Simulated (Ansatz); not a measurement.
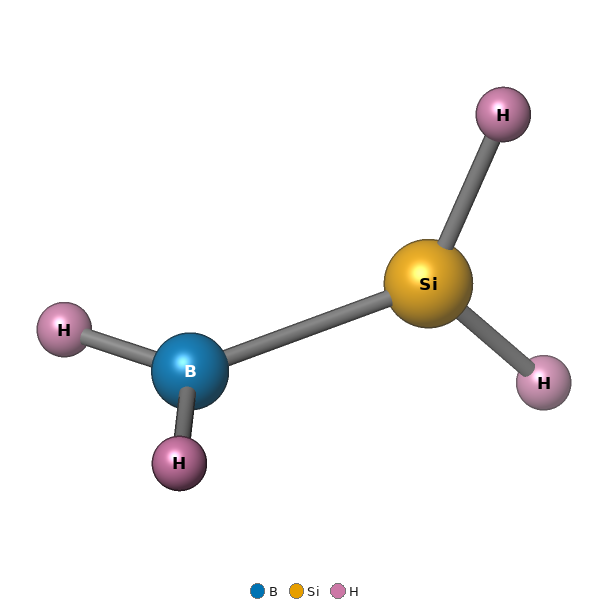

Atoms fade into the background with distance from the viewer. Charge +1, singlet. The geometry was computed by an optimisation with PBE0-D4/def2-TZVP. No frequency run is at hand to confirm it as a minimum.

### List the symmetry elements and name the point group.

It has 1 C2 axis and 2 mirror planes, so the point group is C2v. The group has 4 operations. The geometry is achiral, and symmetry allows a dipole moment.
